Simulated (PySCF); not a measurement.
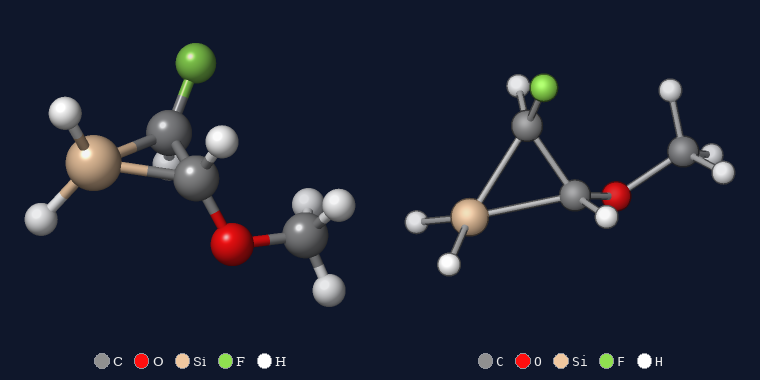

Both panels show the same species.

Computed geometry: PBE0-D3(BJ)/def2-SVP optimisation. No frequency run is at hand to confirm it as a minimum.

Description:

Formula C3H7FOSi. As SMILES it reads `CO[C@@H]1[SiH2][C@H]1F`. Independent rings (smallest set): 1 of 3 members. Among its groups: ether, C–F bond, Si–H bond. This geometry has C1 symmetry. Coordination, clear cases only: 1 C tetrahedral; 1 O bent.

More results for the same structure follow; atom numbers are the same in all pictures, views and colours differ.

Geometry

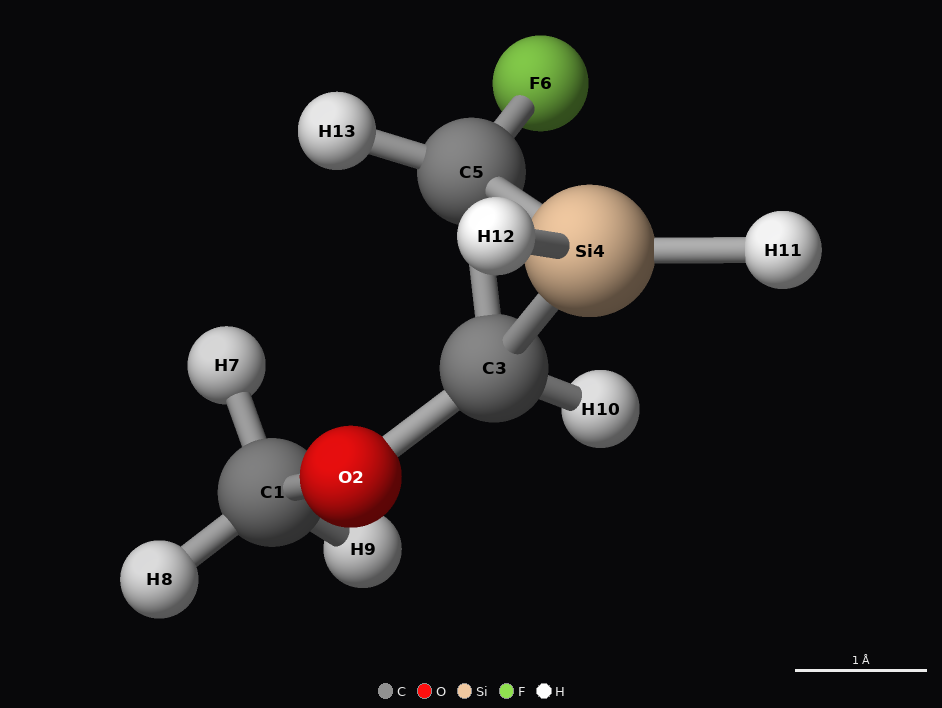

Numbered structure. No frequency run is at hand to confirm it as a minimum.

Estimate the angles C1–O2–C3, O2–C1–H9, O2–C3–Si4, C3–Si4–C5, C3–Si4–H11, C3–C5–F6, C3–C5–H13, Si4–C3–H10, Si4–C5–H13, C5–Si4–H11, C5–Si4–H12, F6–C5–H13.

```
     angle  degrees
  C1–O2–C3    112.9
  O2–C1–H9    111.6
 O2–C3–Si4    126.5
 C3–Si4–C5     47.5
C3–Si4–H11    115.6
  C3–C5–F6    118.8
 C3–C5–H13    112.6
Si4–C3–H10    109.3
Si4–C5–H13    112.6
C5–Si4–H11    121.4
C5–Si4–H12    116.9
 F6–C5–H13    112.0
```

NMR shielding

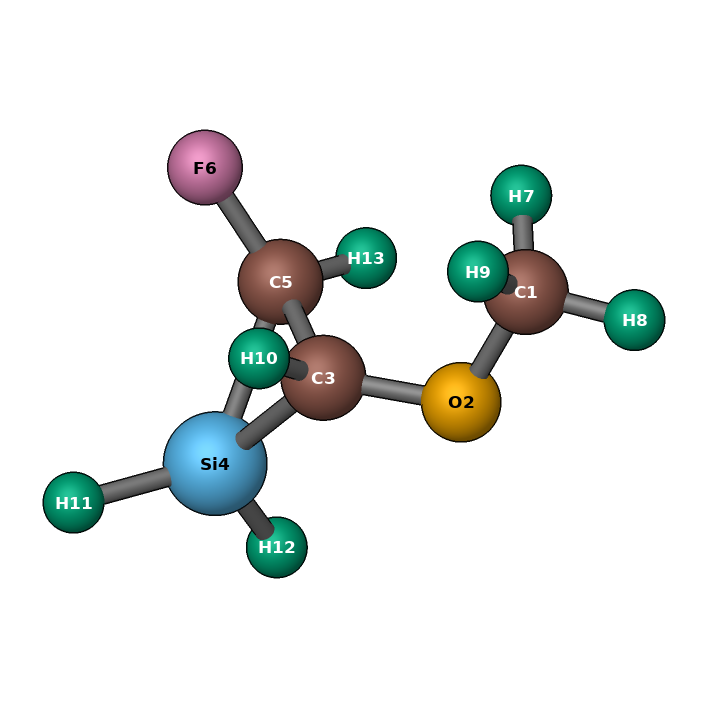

No frequency run is at hand to confirm it as a minimum. Method: GIAO PBE0/IGLO-III NMR shielding, non-relativistic, gas phase (PySCF 2.14.0). Principal shieldings σ11 ≤ σ22 ≤ σ33, span Ω = σ33 − σ11, skew κ = 3(σiso − σ22)/Ω.

Give the shielding tensors of the Si atoms.

| atom | σ11 | σ22 | σ33 | σiso | Ω | κ |
| --- | --- | --- | --- | --- | --- | --- |
| Si4 | 382.7 | 399.6 | 583.9 | 455.4 | 201.2 | 0.83 |

Shieldings and span in ppm.

Core levels

No frequency run is at hand to confirm it as a minimum. Method: delta-SCF UKS SCAN, def2-TZVP on the ionised atom, pcseg-1 elsewhere, spin-free X2C (PySCF 2.14.0).

Give the core-electron binding energies (to vacuum; p and d levels without spin–orbit splitting) of C1 1s, O2 1s, C3 1s, Si4 1s, Si4 2p, C5 1s, F6 1s.

| atom | level | binding energy (eV) |
| --- | --- | --- |
| C1 | 1s | 292.5 |
| O2 | 1s | 539.2 |
| C3 | 1s | 292.1 |
| Si4 | 1s | 1850.4 |
| Si4 | 2p | 107.4 |
| C5 | 1s | 292.7 |
| F6 | 1s | 692.9 |

Levels of theory compared

No frequency run is at hand to confirm it as a minimum. Program: PySCF 2.14.0.

Compare HOMO energy (eV) at these levels: PBE0/6-311+G(2d,p); PBE0/6-31G*; PBE0/IGLO-III; PBE0/aug-cc-pVDZ; PBE0/cc-pVDZ; PBE0/cc-pVTZ; PBE0/def2-SVP; PBE0/def2-TZVP; PBE0/pcSseg-0; PBE0/pcSseg-2.

| level | HOMO energy (eV) |
| --- | --- |
| PBE0/6-311+G(2d,p) | −7.13 |
| PBE0/6-31G* | −6.84 |
| PBE0/IGLO-III | −7.10 |
| PBE0/aug-cc-pVDZ | −7.11 |
| PBE0/cc-pVDZ | −6.91 |
| PBE0/cc-pVTZ | −7.04 |
| PBE0/def2-SVP | −7.00 |
| PBE0/def2-TZVP | −7.07 |
| PBE0/pcSseg-0 | −7.17 |
| PBE0/pcSseg-2 | −7.11 |
